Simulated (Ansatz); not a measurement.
Input file:

```
crystal:
  periodic: [false, false, false]
  atoms:
    - {symbol: F, position_ang: [-0.899548, -0.834427, -0.096986]}
    - {symbol: F, position_ang: [0.550238, -1.289027, -2.243727]}
    - {symbol: P, position_ang: [1.673988, 0.843087, -0.280982]}
    - {symbol: Si, position_ang: [-0.122097, -0.191057, -1.320913]}
    - {symbol: Si, position_ang: [1.275243, 2.263360, 1.523307]}
    - {symbol: H, position_ang: [-0.910265, 0.800046, -2.059771]}
    - {symbol: H, position_ang: [2.426245, 1.507465, -1.268208]}
    - {symbol: H, position_ang: [2.548913, -0.184082, 0.122788]}
    - {symbol: H, position_ang: [2.619533, 2.752968, 1.880291]}
    - {symbol: H, position_ang: [0.646782, 1.368059, 2.512279]}
    - {symbol: H, position_ang: [0.370777, 3.282048, 0.956539]}
basis:
  gaussian: {orbitals: def2-SVPD}
total_charge: 1
hamiltonian: {xc: pbe0}
output: {forces: true, orbitals: {seedname: orbitals}}
```

Command:

```sh
ansatz run input.yaml --threads 2 --pin off --max-ram 4350MiB --events-out events.jsonl --progress --plain --runs-dir runs
```

Geometry: B3LYP/6-31G*.

Computed with Ansatz, isolated molecule in a Gaussian basis; Kohn-Sham density functional theory, functional PBE0.

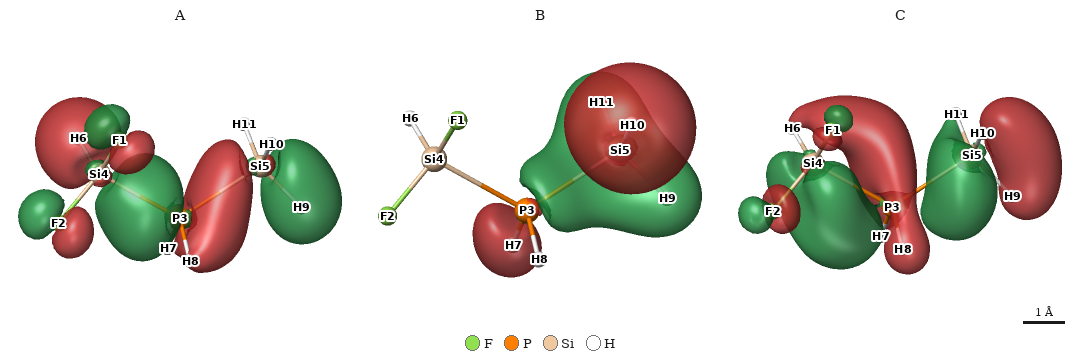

F₂H₆PSi₂ (charge +1). Three frontier orbitals at ±0.08 Å⁻³ᐟ² (green and red are the two phases), in no order.

> Order the three orbitals by energy and name them.

B is the HOMO−1 (−15.11 eV). It lies mainly on Si5 (about 40 %), H10 (about 35 %), P3 (about 5 %) and H9 (about 5 %). A is the HOMO (−14.49 eV). Its weight (Hirshfeld) is mainly on P3 (about 30 %), Si4 (about 15 %), Si5 (about 15 %), H6 (about 10 %), H9 (about 10 %) and F2 (about 5 %). C is the LUMO (−5.78 eV). It lies mainly on P3 (about 30 %), Si5 (about 25 %), Si4 (about 20 %) and F2 (about 5 %).

> What is the HOMO–LUMO gap?

8.71 eV between the orbital energies.
